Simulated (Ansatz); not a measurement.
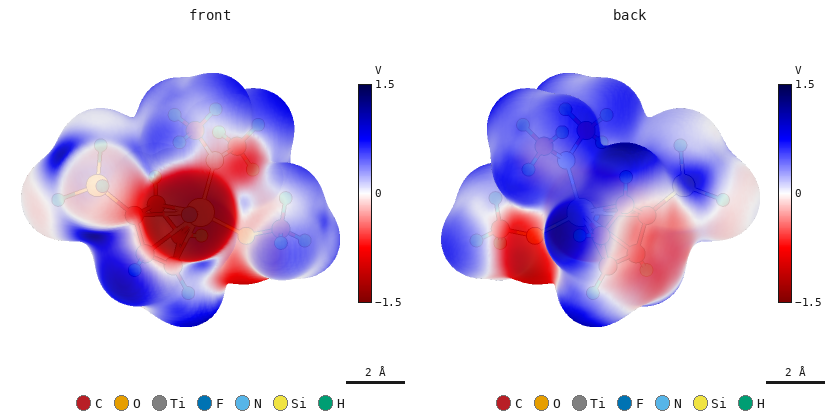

Figure 1: C₈H₁₆FNOSiTi (SMILES C[O][Ti]1234([F])([N](C)C)[CH]5[CH]1[CH]2[C]3([SiH3])[CH]54). The electrostatic potential painted on the density surface at 0.002 e/bohr³, seen from the front and from behind; red is negative and blue positive.

Geometry: PBE0-D4/def2-TZVP.

Level of theory: RKS PBE0-D4/def2-TZVPP in Ansatz 0.2.0.

```csv
atom,x (Å),y (Å),z (Å)
C,-3.2693,-0.9003,0.0534
O,-1.9399,-1.3254,0.1687
Ti,-0.4541,-0.4471,-0.3971
F,-0.6831,0.0321,-2.1085
N,-0.6949,1.2104,0.4736
C,-1.0076,1.3241,1.8731
C,-0.1836,2.4337,-0.0924
C,0.6567,-2.5940,-0.1682
C,0.8256,-1.8724,1.0354
C,1.5979,-0.7323,0.7516
C,1.9055,-0.7233,-0.6369
Si,2.9331,0.5426,-1.5249
C,1.3170,-1.8946,-1.1874
H,-3.3724,0.1657,0.2919
H,-3.6417,-1.0573,-0.9650
H,-3.8958,-1.4773,0.7417
H,-0.1165,1.5565,2.4771
H,-1.4380,0.3934,2.2487
H,-1.7350,2.1293,2.0460
H,0.7506,2.7538,0.3931
H,-0.9125,3.2469,0.0278
H,0.0079,2.3153,-1.1607
H,0.0647,-3.4889,-0.2879
H,0.3967,-2.1317,1.9922
H,1.8933,0.0258,1.4627
H,2.2799,0.9825,-2.7842
H,4.2698,-0.0176,-1.8605
H,3.1231,1.7142,-0.6293
H,1.3227,-2.1640,-2.2340
```

Question: Where is the surface potential most negative and most positive?

Answer: The most negative region (about −1.5 V, or −35 kcal/mol for a unit charge) lies over F4, the most positive (about +1.1 V, or +25 kcal/mol for a unit charge) over Si12, H24 and H25.
